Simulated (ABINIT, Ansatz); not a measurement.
## Quasiparticle gap of Cs3Bi2Br9 (P-3m1) in ABINIT

Wanted: ground state, empty states, screening and self-energy for Cs3Bi2Br9 (P-3m1).

Method: LDA and many-body steps on it, plane waves, in ABINIT 10.8.3.

**What was measured.**

- Gap 2.5 eV: indirect gap from Tauc plot; UV-vis diffuse reflectance, Tauc plot; powder (antisolvent-crystallized powder) (“Cs3Bi2Br9/g-C3N4 Direct Z-Scheme Heterojunction for Enhanced Photocatalytic Reduction of CO2 to CO”, 2023, pmc:10601477).

- Gap 2.6 eV: direct gap from Tauc plot; UV-vis diffuse reflectance, Tauc plot; powder (antisolvent-crystallized powder) (“Cs3Bi2Br9/g-C3N4 Direct Z-Scheme Heterojunction for Enhanced Photocatalytic Reduction of CO2 to CO”, 2023, pmc:10601477).

This is a report of a sequence of runs, with most program output left out.

### Step 1. Set-up

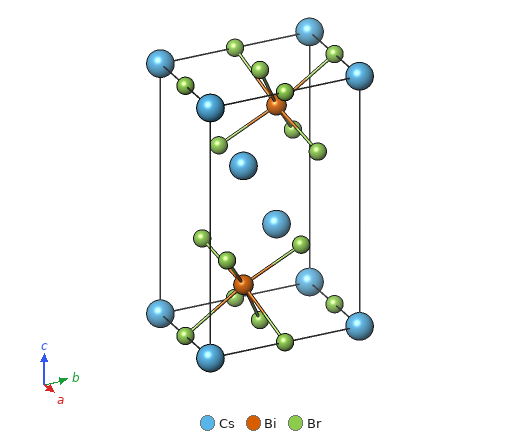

Start, viewed slightly off an axis; caesium blue, bismuth orange, bromine green. Some periodic images of atoms are drawn too.

The cell and positions come from the Crystallography Open Database and are kept as given unless a step says otherwise. Spin-orbit coupling is left out unless a step names it.

### Step 2. Ground state

This step: ABINIT 10.8.3; DFT, LDA, plane waves, norm-conserving pseudopotentials.

The ground-state density comes first.

File run.abi:

```
acell 3*1.0 Angstrom
rprim 
  7.972000000018 -0.000000000004 0.000000000000
  -3.986000000005 6.903954518987 0.000000000000
  0.000000000000 0.000000000000 9.867000000000
ntypat 3
znucl 55 83 35
natom 14
typat 1 1 1 2 2 3 3 3 3 3 3 3 3 3
xred 
  0.666666666667 0.333333333333 0.666900000000
  0.333333333333 0.666666666667 0.333100000000
  0.000000000000 0.000000000000 0.000000000000
  0.666666666667 0.333333333333 0.191800000000
  0.333333333333 0.666666666667 0.808200000000
  0.500000000000 0.500000000000 0.000000000000
  0.500000000000 0.000000000000 0.000000000000
  0.000000000000 0.500000000000 0.000000000000
  0.335300000000 0.167650000000 0.339400000000
  0.832350000000 0.167650000000 0.339400000000
  0.832350000000 0.664700000000 0.339400000000
  0.167650000000 0.335300000000 0.660600000000
  0.167650000000 0.832350000000 0.660600000000
  0.664700000000 0.832350000000 0.660600000000
pp_dirpath "pseudos"
pseudos "Cs.upf, Bi.upf, Br.upf"
ecut 34
ngkpt 3 3 2
nshiftk 1
shiftk 0 0 0
kptopt 1
chksymbreak 0
nband 124
occopt 1
tolvrs 1e-08
nstep 60
prtwf 0
optforces 0
optstress 0
indata_prefix "in"
outdata_prefix "out"
tmpdata_prefix "tmp"
```

Run with:

```console
OMP_NUM_THREADS=2 mpirun -n 6 abinit run.abi > log
```

Run time: 5.7 min. Hardware: 6 MPI ranks of Arm Neoverse V2, shared host; peak memory 1.7 GiB; 46 min of CPU time.

This step gave:

```
total energy               : -48839.2655 eV
gap                        : 2.417 eV
k of the valence top       : 0, 0, 0
k of the conduction bottom : 0, 0, 0
least direct gap           : 2.417 eV
```

The gap is direct, at Γ.

### Step 3. Bands along the symmetry lines

The cheap functional maps the bands first; the places of the edges decide which points the dearer methods must see.

Changes to run.abi since step 2:

```diff
@@ -27,14 +27,44 @@
 ecut 34
-ngkpt 3 3 2
-nshiftk 1
-shiftk 0 0 0
-kptopt 1
-chksymbreak 0
-nband 124
-occopt 1
-tolvrs 1e-08
-nstep 60
+iscf -2
+irdden 1
+kptopt 0
+nkpt 30
+kpt 
+  0.00000000 0.00000000 0.00000000
+  0.16666667 0.00000000 0.00000000
+  0.33333333 0.00000000 0.00000000
+  0.50000000 0.00000000 0.00000000
+  0.44444444 0.11111111 0.00000000
+  0.38888889 0.22222222 0.00000000
+  0.33333333 0.33333333 0.00000000
+  0.22222222 0.22222222 0.00000000
+  0.11111111 0.11111111 0.00000000
+  0.00000000 0.00000000 0.00000000
+  0.00000000 0.00000000 0.16666667
+  0.00000000 0.00000000 0.33333333
+  0.00000000 0.00000000 0.50000000
+  0.16666667 0.00000000 0.50000000
+  0.33333333 0.00000000 0.50000000
+  0.50000000 0.00000000 0.50000000
+  0.44444444 0.11111111 0.50000000
+  0.38888889 0.22222222 0.50000000
+  0.33333333 0.33333333 0.50000000
+  0.22222222 0.22222222 0.50000000
+  0.11111111 0.11111111 0.50000000
+  0.00000000 0.00000000 0.50000000
+  0.50000000 0.00000000 0.50000000
+  0.50000000 0.00000000 0.33333333
+  0.50000000 0.00000000 0.16666667
+  0.50000000 0.00000000 0.00000000
+  0.33333333 0.33333333 0.50000000
+  0.33333333 0.33333333 0.33333333
+  0.33333333 0.33333333 0.16666667
+  0.33333333 0.33333333 0.00000000
+istwfk *1
+nband 120
+nbdbuf 2
+tolwfr 1e-08
+nstep 40
 prtwf 0
-optforces 0
-optstress 0
+prtvol 0
 indata_prefix "in"
```

Run with:

```console
OMP_NUM_THREADS=1 mpirun -n 16 abinit run.abi > log
```

Elapsed: 8.5 min, on 16 MPI ranks; peak memory 4.2 GiB.

This step gave:

```
gap                        : 2.407 eV
k of the valence top       : 0.1667, 0, 0
k of the conduction bottom : 0, 0, 0
least direct gap           : 2.417 eV
```

The gap is 2.407 eV, −0.010 eV from the run before at this level.

The electronic bands at the labelled points (eV, zero at the top of the highest filled band):

| point | band 110 | band 111 | band 112 | band 113 | band 114 | band 115 | band 116 | band 117 |
| --- | --- | --- | --- | --- | --- | --- | --- | --- |
| Γ | -0.65 | -0.64 | -0.61 | -0.01 | 2.41 | 3.18 | 3.18 | 4.00 |
| M | -0.83 | -0.58 | -0.48 | -0.28 | 3.10 | 3.11 | 3.15 | 4.29 |
| K | -0.65 | -0.65 | -0.37 | -0.37 | 2.70 | 3.38 | 3.38 | 4.57 |
| Γ | -0.65 | -0.64 | -0.61 | -0.01 | 2.41 | 3.18 | 3.18 | 4.00 |
| A | -0.55 | -0.46 | -0.46 | -0.46 | 2.65 | 2.65 | 2.68 | 4.14 |
| L | -0.65 | -0.64 | -0.43 | -0.30 | 2.76 | 3.31 | 3.41 | 4.40 |
| H | -0.83 | -0.83 | -0.32 | -0.32 | 3.26 | 3.26 | 3.29 | 3.92 |
| A | -0.55 | -0.46 | -0.46 | -0.46 | 2.65 | 2.65 | 2.68 | 4.14 |
| jump to L | -0.65 | -0.64 | -0.43 | -0.30 | 2.76 | 3.31 | 3.41 | 4.40 |
| M | -0.83 | -0.58 | -0.48 | -0.28 | 3.10 | 3.11 | 3.15 | 4.29 |
| jump to H | -0.83 | -0.83 | -0.32 | -0.32 | 3.26 | 3.26 | 3.29 | 3.92 |
| K | -0.65 | -0.65 | -0.37 | -0.37 | 2.70 | 3.38 | 3.38 | 4.57 |

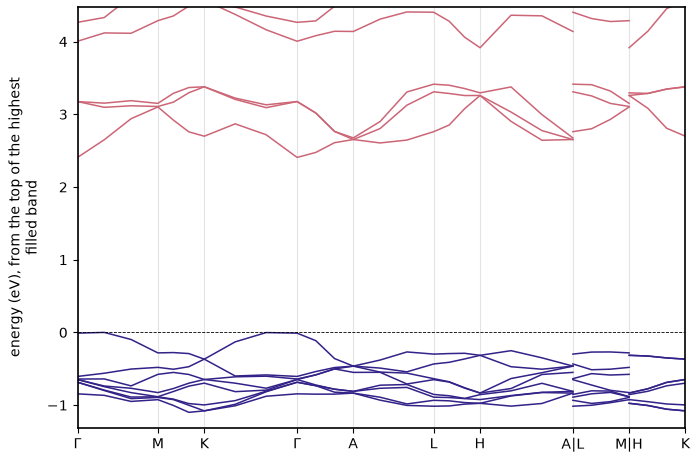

Electronic bands along the path; lines of filled and empty bands in two colours.

### Step 4. Empty states on the mesh, 3×3×1 mesh, 437 bands

The sums over transitions need many empty states on a uniform mesh; this step solves for them.

File run.abi:

```
acell 3*1.0 Angstrom
rprim 
  7.972000000018 -0.000000000004 0.000000000000
  -3.986000000005 6.903954518987 0.000000000000
  0.000000000000 0.000000000000 9.867000000000
ntypat 3
znucl 55 83 35
natom 14
typat 1 1 1 2 2 3 3 3 3 3 3 3 3 3
xred 
  0.666666666667 0.333333333333 0.666900000000
  0.333333333333 0.666666666667 0.333100000000
  0.000000000000 0.000000000000 0.000000000000
  0.666666666667 0.333333333333 0.191800000000
  0.333333333333 0.666666666667 0.808200000000
  0.500000000000 0.500000000000 0.000000000000
  0.500000000000 0.000000000000 0.000000000000
  0.000000000000 0.500000000000 0.000000000000
  0.335300000000 0.167650000000 0.339400000000
  0.832350000000 0.167650000000 0.339400000000
  0.832350000000 0.664700000000 0.339400000000
  0.167650000000 0.335300000000 0.660600000000
  0.167650000000 0.832350000000 0.660600000000
  0.664700000000 0.832350000000 0.660600000000
pp_dirpath "pseudos"
pseudos "Cs.upf, Bi.upf, Br.upf"
ecut 34
ngkpt 3 3 1
nshiftk 1
shiftk 0 0 0
kptopt 1
chksymbreak 0
iscf -2
irdden 1
istwfk *1
nband 437
nbdbuf 38
tolwfr 1e-09
nstep 60
prtvol 0
indata_prefix "in"
outdata_prefix "out"
tmpdata_prefix "tmp"
```

Run with:

```console
OMP_NUM_THREADS=5 mpirun -n 3 abinit run.abi > log
```

The job ended after 10 min (3 MPI ranks; peak memory 1.6 GiB).

Numbers from this step:

```
gap                                                           : 2.417 eV
k of the valence top                                          : 0, 0, 0
k of the conduction bottom                                    : 0, 0, 0
least direct gap                                              : 2.417 eV
k points computed                                             : 3
lowest point of the top converged band, above the valence top : 33.13 eV
```

On this mesh the gap is 2.417 eV.

### Step 5. Screening, 3×3×1 mesh, 399 bands, screening to 176.9 eV

The RPA dielectric matrix is built and inverted for each q.

This step: RPA screening on LDA, plane waves, norm-conserving pseudopotentials.

Changes to run.abi since step 4:

```diff
@@ -32,10 +32,11 @@
 chksymbreak 0
-iscf -2
-irdden 1
 istwfk *1
-nband 437
-nbdbuf 38
-tolwfr 1e-09
-nstep 60
-prtvol 0
+occopt 1
+irdwfk 1
+optdriver 3
+nband 399
+ecuteps 6.5
+inclvkb 2
+awtr 1
+symchi 1
 indata_prefix "in"
@@ -43 +44,2 @@
 tmpdata_prefix "tmp"
+gwmem 10
```

Run with:

```console
OMP_NUM_THREADS=1 mpirun -n 16 abinit run.abi > log
```

It took 20 min on 16 MPI ranks; peak memory 25 GiB.

Numbers from this step:

* ε∞ with local fields, on this mesh, along the program's q direction: 3.897
* the same without local fields: 5.009
* plasma frequency: 23.95 eV
* plane waves in the screening matrix: 2907

Local fields lower ε∞ by 22 %. On a Γ-centred mesh this coarse the value itself is usually too large, while a short band sum pulls it down.

### Step 6. Self-energy, 3×3×1 mesh, 399 bands, screening to 176.9 eV

The self-energy is evaluated for the states that the input lists, and the levels follow from it, in one-shot runs by the linearised quasiparticle equation.

This step: G0W0 on LDA, plane waves, norm-conserving pseudopotentials.

Changes to run.abi since step 5:

```diff
@@ -35,8 +35,16 @@
 irdwfk 1
-optdriver 3
+optdriver 4
 nband 399
+gwcalctyp 0
+ecutsigx 34
+symsigma 1
+nkptgw 1
+kptgw 
+  0.0000000000 0.0000000000 0.0000000000
+bdgw 
+  112 116
 ecuteps 6.5
-inclvkb 2
-awtr 1
-symchi 1
+irdscr 1
+ppmodel 1
+gwmem 00
 indata_prefix "in"
@@ -44,2 +52 @@
 tmpdata_prefix "tmp"
-gwmem 10
```

Wall time 2.1 min (16 MPI ranks); peak memory 16 GiB.

This step gave:

| Property | Result |
| --- | --- |
| G0W0 gap on the points computed | 4.335 eV |
| starting gap on the mesh | 2.417 eV |
| k of the valence top | 0, 0, 0 |
| k of the conduction bottom | 0, 0, 0 |
| Z at the valence top | 0.804 |
| Z at the conduction bottom | 0.826 |
| least direct G0W0 gap on the computed points | 4.335 eV |

The gap on the mesh goes from 2.42 eV to 4.33 eV, a correction of +1.92 eV.

Limits: finite bands, cutoff and mesh; no spin-orbit coupling; coarse k mesh. v1 is the top filled band, c1 the lowest empty one. The levels before and after the correction (eV, zero at the valence-band top of each column):

|  | conduction bottom | valence top |
| --- | --- | --- |
| Kohn-Sham | 2.42 | 0.00 |
| G0W0 | 4.33 | 0.00 |

|  | level | energy (eV) |
| --- | --- | --- |
| Kohn-Sham | Γ v2 | -0.595 |
| Kohn-Sham | Γ v1 | 0.000 |
| Kohn-Sham | Γ c1 | 2.417 |
| Kohn-Sham | Γ c2-c3 | 3.185 |
| G0W0 | Γ v2 | -1.230 |
| G0W0 | Γ v1 | 0.000 |
| G0W0 | Γ c1 | 4.335 |
| G0W0 | Γ c2-c3 | 5.010 |

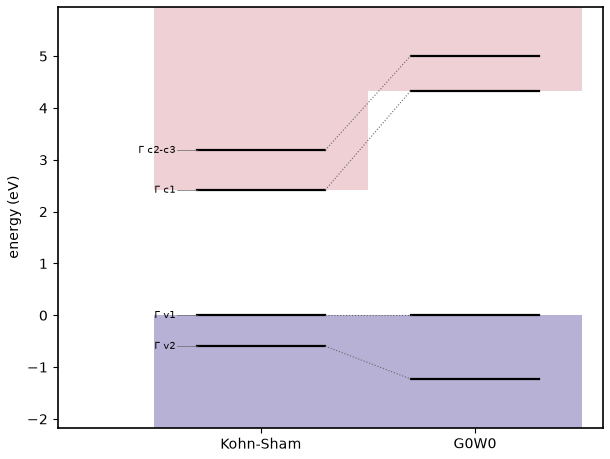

Levels before and after the correction. Shaded: valence and conduction bands.

### Step 7. Where the time went

Times are wall times on the hardware named with each run, good to a factor of about two.

| step | time | share | memory (GiB) |
| --- | --- | --- | --- |
| ground state | 5.7 min | 12 % | 1.7 |
| bands along the symmetry lines | 8.5 min | 19 % | 4.2 |
| empty states on the mesh | 10 min | 22 % | 1.6 |
| screening | 20 min | 43 % | 25 |
| self-energy | 2.1 min | 5 % | 16 |

### Step 8. Outcome

```json
{"LDA gap": "2.41 eV, indirect (only 10 meV under the direct gap)", "G0W0 gap on the mesh": "4.33 eV", "GW settings": "3×3×1 mesh, 399 bands, screening to 176.9 eV, Godby-Needs plasmon pole", "known limits": "not at the basis limit; no spin-orbit coupling; coarse k mesh"}
```

G0W0 moves the gap on the mesh from 2.42 eV to 4.33 eV (+1.92 eV), with Z of 0.80 and 0.83 at the edges. Local fields lower the RPA ε∞ on this mesh from 5.01 to 3.90; a Γ-centred mesh this coarse tends to raise both, most where the direct gap is narrow, while a short band sum lowers them. Only 1 of the mesh's irreducible points was corrected, so a valley elsewhere could overtake. The dearest step here is «screening». Against experiment, by G0W0@LDA: the gap of 4.32 eV lies +1.82 eV from the measured 2.5 eV (indirect, 2023); the direct gap of 4.33 eV lies +1.73 eV from the measured 2.6 eV (direct, 2023). An exciton line or allowed optical edge lies below the quasiparticle gap by the binding energy; a forbidden edge can push the onset above it. The calculation has static nuclei and no excitons; a measured gap holds zero-point and thermal motion, which mostly lowers it. A miss this large is more than these effects usually give: tightly bound excitons can cover part of it, absorption edges can read low, one-shot GW can overshoot, and the runs shown don't tell these apart. Bands and cutoff are finite, so the gap is not at the basis limit. The miss can reach some tenths of an eV and take either sign; the mesh is an error of its own. In the G0W0 run levels were corrected at 1 k point alone, so a gap called «on the mesh» is the least over those, and an edge elsewhere would be missed. The 3×3×1 mesh is coarse for this cell, which bears on the long-range parts of exchange and screening. Where an edge is built on 6p states of lead, bismuth or thallium, scalar-relativistic gaps usually stand too wide, by a few tenths to over one eV. The many-body steps are scalar-relativistic: spin-orbit coupling is not in them.

[Paths, hosts, dates, memory and timing lines, banners, echoed tables and standing remarks are left out of the program output.]

[Logs are printed without paths, hosts, clocks, repeated set-up lines and the standing remarks that a program may print on its own settings, such as how far it seeks lower states.]

[Runs of the session that timed out or met a known fault of the program may be left out.]

[Hosts, paths, dates, database ids (printed as entryN), source tags and the programs' standing remarks are cut or masked in the printed files.]

[G0W0 gaps are taken among the corrected bands and points alone; a level outside them can change the order at an edge.]

[Where Ansatz stands beside ABINIT at settings called matched, ABINIT's density can come from a denser mesh and the files from another edition; pairs whose starting gaps differed by over 0.03 eV were left out, so agreement reads better than it is.]
